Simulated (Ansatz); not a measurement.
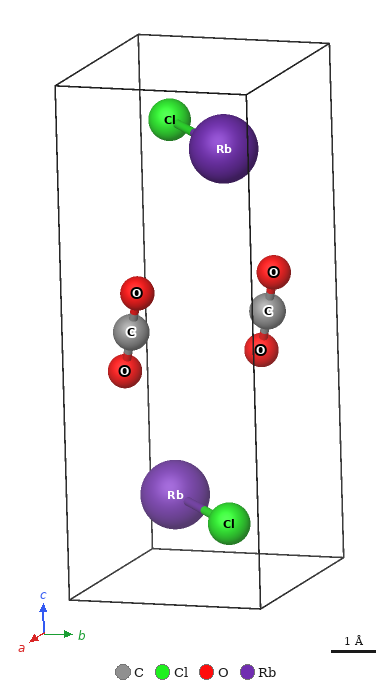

A ball-and-stick rendering, viewed slightly off an axis. One simulation cell is framed, with atoms on its boundary repeated. Finite groups of bonded atoms are drawn whole.

Method used: Ansatz 0.2.0, DFT, PAW plane waves, PBE. It ran with a kinetic-energy cutoff of 420 eV, a 5×5×2 sampling of the Brillouin zone, Fermi-Dirac smearing of 0.1 eV, no spin polarisation.

How are the electrons shared out in a Bader analysis?

Rb +0.86 e; C +2.21 e; Cl -0.85 e; O -1.11 e.

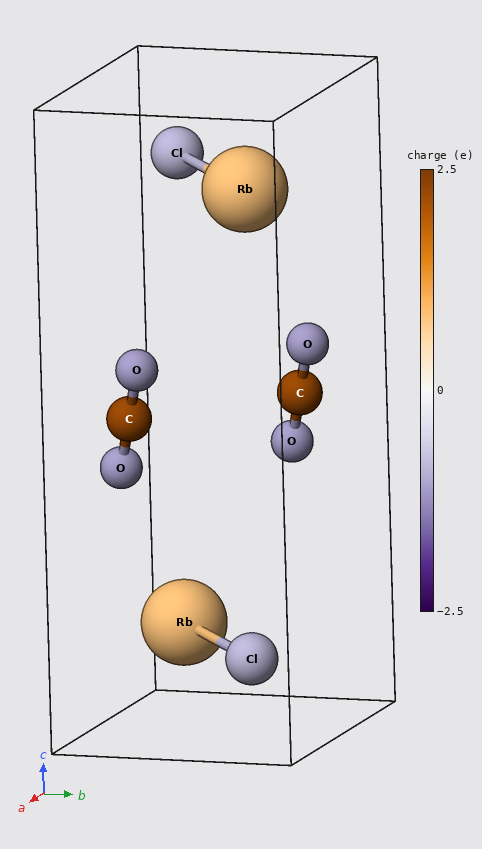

The atoms coloured by those charges.

The initial geometry was a generated cell, made by putting these elements into a known structure type (the compound may or may not exist in this form). Relaxation method: Ansatz 0.2.0, DFT, PAW plane waves, PBE.
